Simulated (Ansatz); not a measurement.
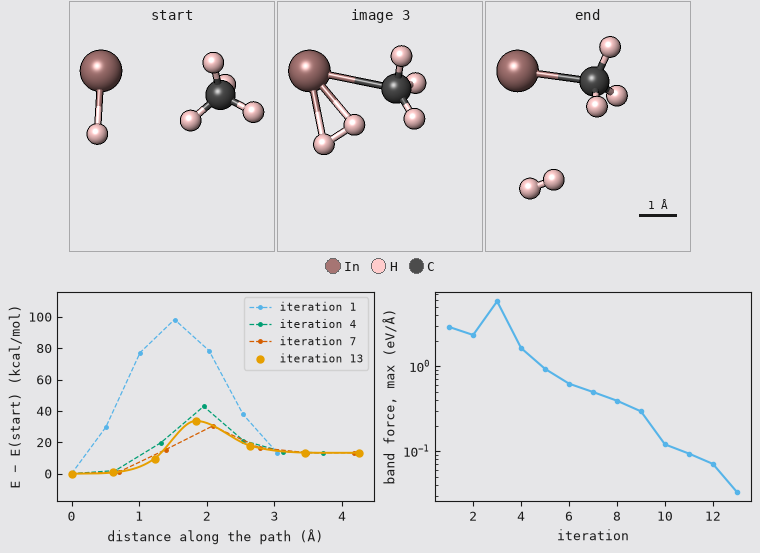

A nudged-elastic-band calculation for CH5In, made up of InH and CH4. Images are numbered from 0 (start) to 6 (end). The plot follows the band through its iterations. A ball-and-stick model, seen at a tilt.

Method: RKS PBE0-D4/def2-SVP in Ansatz 0.2.0. Settings: 5 movable images; climbing image.

Q: Did the band converge, and can the barrier be trusted?

A: The run is converged, with reservations. The band converged in 13 iterations. The largest component of the band force went from 2.9 to 0.033 eV/Å. The climbing image converged on the top of the path. Its curvatures weren't checked. The largest force component is 0.27 eV/Å at the start and 0.42 eV/Å at the end; an end with forces this large is no minimum, and the barrier measured from it can be far off. The first iteration put the highest image at 98.3 kcal/mol. The highest point, image 3, lies 33.7 kcal/mol above the start and 20.3 kcal/mol above the end; the end is at +13.3 kcal/mol relative to the start.

Limits of the set-up: the start holds two separate molecules, 2.6 Å apart at their closest, whose relative position is a soft coordinate.

Cost: 90 s on 2 threads of Arm Neoverse V2, with other jobs on the host.
